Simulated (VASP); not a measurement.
Band structure of MgSn (space group P4/mmm). These are PBEsol GGA, VASP's PBE PAW potentials (set 64) (plane waves; VASP) values and carry that method's errors.

Unless said otherwise, spin-orbit coupling is left out, though it shifts the bands of the heavy elements here.

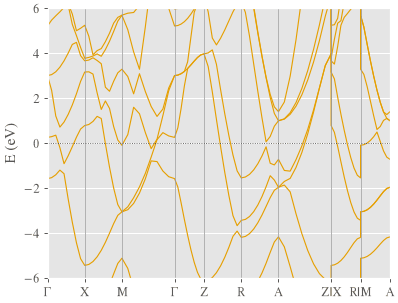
Bands along high-symmetry lines, zero at the valence-band maximum or, without a gap, the Fermi level

### Question
Read the plot: is there a gap, and where are the band edges?

### Answer
It has no gap at this level: it comes out as a metal or semimetal. (Edges off the drawn lines would not show.)

The structure comes from a computed database's MgSn entry (P4/mmm); how it stands against other phases isn't given here. It was relaxed first.
